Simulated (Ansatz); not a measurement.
# CH4AlNO: what the fields show

```
atom    x (Å)    y (Å)    z (Å)
   N  -1.1795   1.3749   0.1176
   C   0.0922   1.1661   0.1947
  Al   1.0715  -0.3025  -0.9104
   O  -0.3152  -1.5574   0.0934
   H  -1.6144   0.7065  -0.5483
   H   0.6072   1.8855   0.8736
   H  -1.0055  -1.1897   0.6746
   H  -0.5407  -2.4706  -0.1374
```

Level of theory: RKS B3LYP/def2-SVP in Ansatz.

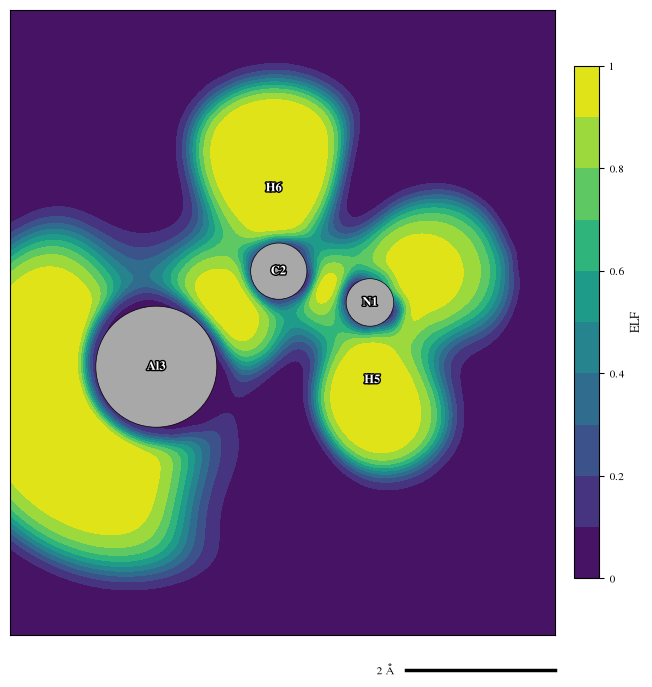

Figure 1. ELF on the plane of atoms N1, C2 and H6. Grey discs cover the atomic cores.

Read the bonding off the picture.

- Atoms in the plane: N, C, Al and H.
- C–N (1.29 Å): the ELF peaks at about 0.95 between the atoms (localised, covalent bonding).
- C–Al (2.08 Å): the ELF peaks at about 1 between the atoms; a polar covalent bond.
- N–H (1.04 Å): the ELF climbs to about 1 towards the hydrogen, as it does in any bond to H (a covalent bond by its length).
- C–H (1.12 Å): the ELF climbs to about 1 towards the hydrogen; an ordinary covalent bond to hydrogen.
- The ELF also peaks beside Al3 and N1, away from the bonds: lone-pair regions.

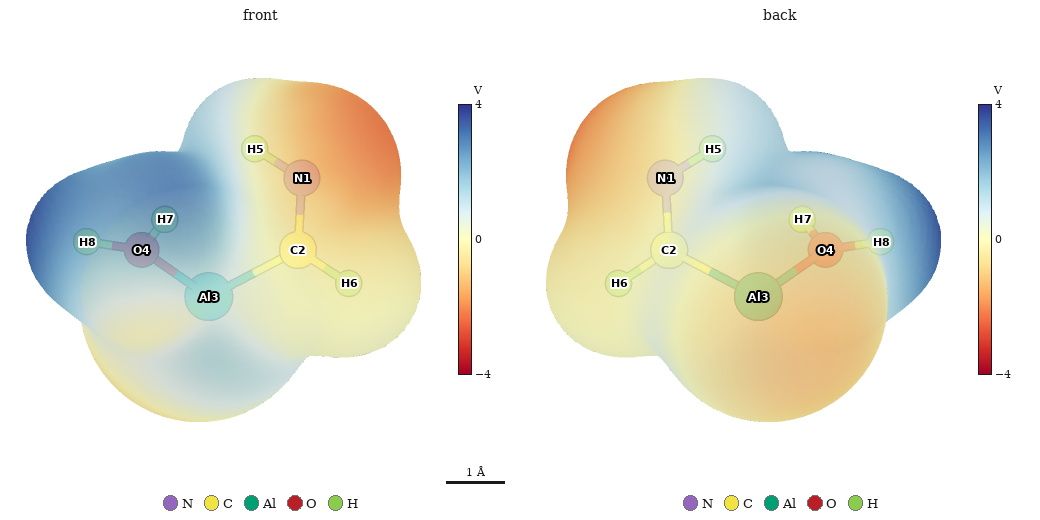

Figure 2. The molecular electrostatic potential painted on the density surface at 0.002 e/bohr³, seen from the front and from behind; the colour scale runs from red (negative) to blue (positive).

Describe the electrostatic potential map.

The most negative region (about −2.2 V) lies over N1, the most positive (about +3.5 V) over H8. N1 is the likeliest acceptor of a hydrogen bond.

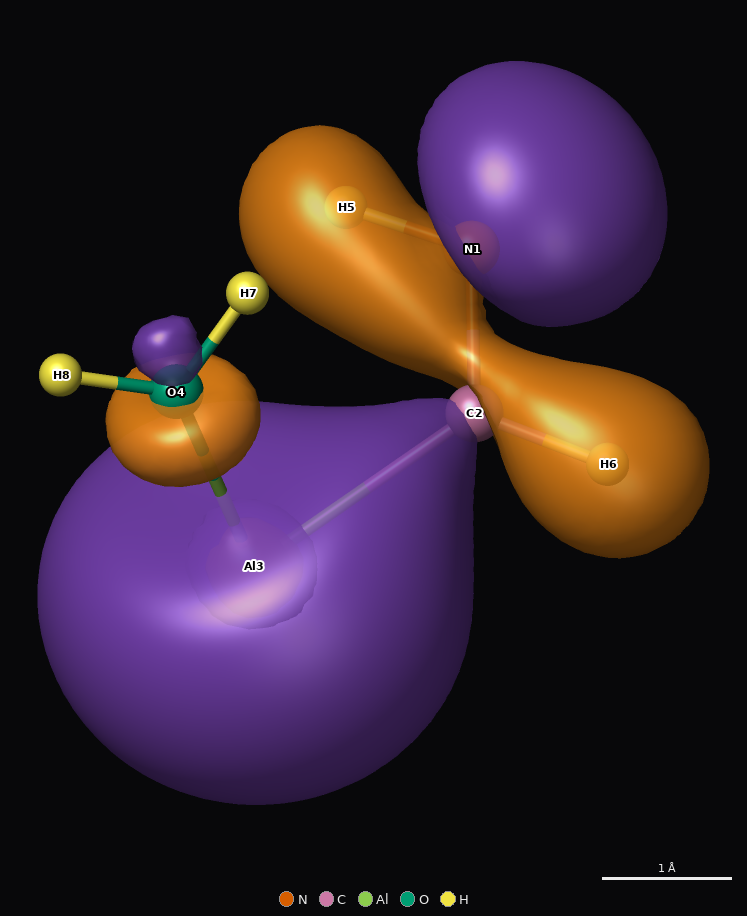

Figure 3. The HOMO−1 at ±0.08 Å⁻³ᐟ² (orange and purple are the two phases), seen at a tilt.

What is the character of this orbital?

Its weight (Hirshfeld) is mainly on Al3 (about 40 %), N1 (about 40 %) and C2 (about 10 %). Its energy is −6.62 eV.
